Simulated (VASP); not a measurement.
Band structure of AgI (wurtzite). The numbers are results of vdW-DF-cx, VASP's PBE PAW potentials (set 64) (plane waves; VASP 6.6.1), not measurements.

Unless said otherwise, spin-orbit coupling is left out, though it shifts the bands of the heavy elements here.

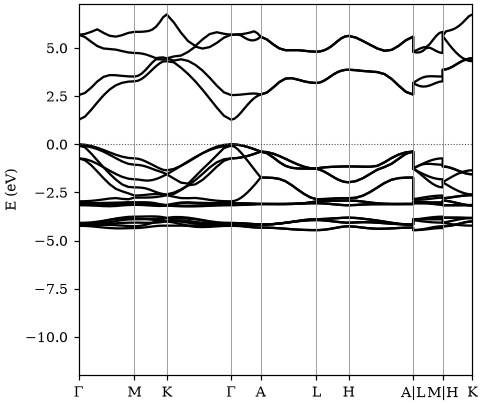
*Bands along high-symmetry lines, zero at the valence-band maximum or, without a gap, the Fermi level*

Read the plot: is there a gap, and where are the band edges?

The gap is direct, 1.28 eV, from the valence maximum at Γ to the conduction minimum at Γ. (Edges off the drawn lines would not show.)

The compound is AgI in the wurtzite structure. It was relaxed first.
